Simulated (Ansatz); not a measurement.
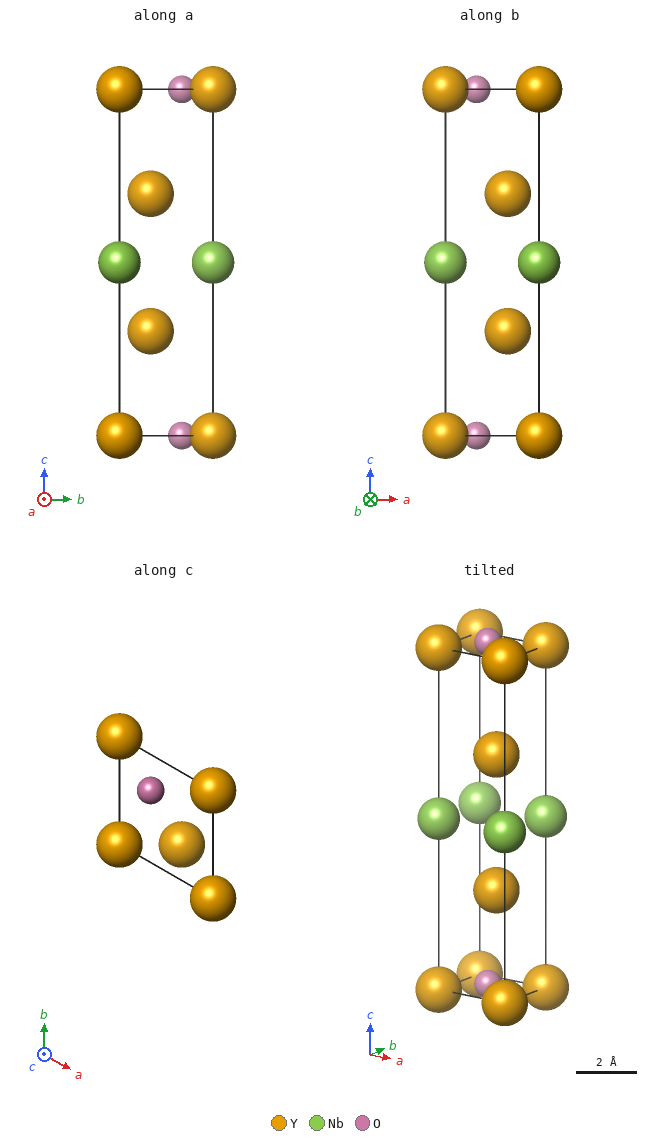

The image is a spheres-only drawing of a crystal, viewed along the a axis, along the b axis, along the c axis and slightly off an axis. The conventional unit cell is outlined; an atom on or near a face, edge or corner is repeated at each equivalent position.

Lattice parameters: a = 3.6346 Å, b = 3.6346 Å, c = 11.6486 Å, α = 90.000°, β = 90.000°, γ = 120.000°.

Question: Convert the drawing into a CIF with its space group and independent sites, with free fractional coordinates to two decimals.

Answer:
```cif
data_structure
_symmetry_space_group_name_H-M 'P -6 m 2'
_symmetry_Int_Tables_number 187
_cell_length_a 3.6346
_cell_length_b 3.6346
_cell_length_c 11.6486
_cell_angle_alpha 90.000
_cell_angle_beta 90.000
_cell_angle_gamma 120.000
_cell_volume 133.26
loop_
_atom_site_label
_atom_site_type_symbol
_atom_site_symmetry_multiplicity
_atom_site_Wyckoff_symbol
_atom_site_fract_x
_atom_site_fract_y
_atom_site_fract_z
_atom_site_occupancy
Y1 Y 2 i 0.6667 0.3333 0.30 1
Y2 Y 1 a 0.00 0.00 0.00 1
Nb1 Nb 1 b 0.00 0.00 0.50 1
O1 O 1 c 0.3333 0.6667 0.00 1
```

The cell started as a structure type filled with these elements by a generator (whether the compound takes this form wasn't checked). The final geometry of a relaxation with Ansatz, DFT PBE, scalar-relativistic, plane waves, PAW is shown.
